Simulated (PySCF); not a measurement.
Dissociation curve of BrF, singlet.

Computed with: UKS-TPSSh = unrestricted TPSSh/cc-pVTZ run with PySCF; RHF/cc-pVTZ (PySCF); RKS-B3LYP = restricted B3LYP/cc-pVTZ run with PySCF.

Magnitude of the dipole moment (D; its direction can reverse along the curve, and a method can change to another solution) and Mulliken charge of the fragment that holds Br1:

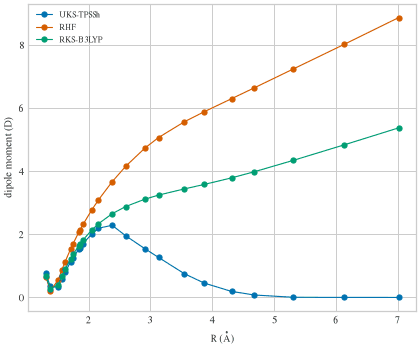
*Dipole moment against bond length.*

```
R / Å  μ UKS-TPSSh  q UKS-TPSSh  μ RHF  q RHF  μ RKS-B3LYP  q RKS-B3LYP
-----  -----------  -----------  -----  -----  -----------  -----------
1.31          0.76         0.09   0.67   0.17         0.68         0.10
1.38          0.35         0.13   0.21   0.21         0.27         0.14
1.51          0.32         0.20   0.56   0.27         0.41         0.21
1.57          0.59         0.22   0.88   0.29         0.69         0.24
1.62          0.80         0.23   1.13   0.31         0.89         0.25
1.71          1.13         0.25   1.54   0.33         1.23         0.27
1.75          1.26         0.26   1.71   0.34         1.37         0.28
1.84          1.53         0.26   2.06   0.35         1.64         0.28
1.86          1.58         0.27   2.14   0.35         1.69         0.28
1.91          1.71         0.27   2.31   0.36         1.82         0.29
2.05          2.01         0.27   2.77   0.37         2.14         0.28
2.16          2.20         0.26   3.09   0.37         2.34         0.28
2.38          2.29         0.23   3.67   0.36         2.65         0.26
2.60          1.96         0.17   4.16   0.35         2.88         0.24
2.91          1.54         0.11   4.73   0.34         3.12         0.22
3.13          1.27         0.08   5.07   0.33         3.24         0.21
3.55          0.75         0.04   5.57   0.32         3.44         0.20
3.87          0.46         0.02   5.89   0.31         3.58         0.19
4.31          0.19         0.01   6.30   0.30         3.79         0.18
4.68          0.08         0.00   6.64   0.30         3.99         0.18
5.31          0.01         0.00   7.24   0.29         4.35         0.17
6.13          0.00         0.00   8.02   0.27         4.84         0.17
7.01          0.00         0.00   8.87   0.26         5.37         0.16
```

The unrestricted determinant behind UKS-TPSSh is spin-contaminated at 2.38 to 7.01 Å (<S²> up to 1.0, against 0.00 for a pure singlet). The restricted form behind RHF, RKS-B3LYP keeps the bonding electrons paired and can't separate into open-shell fragments. At the longest distance RKS-B3LYP leaves fractional charges on the fragments, a sign of delocalisation error or of the restricted form.
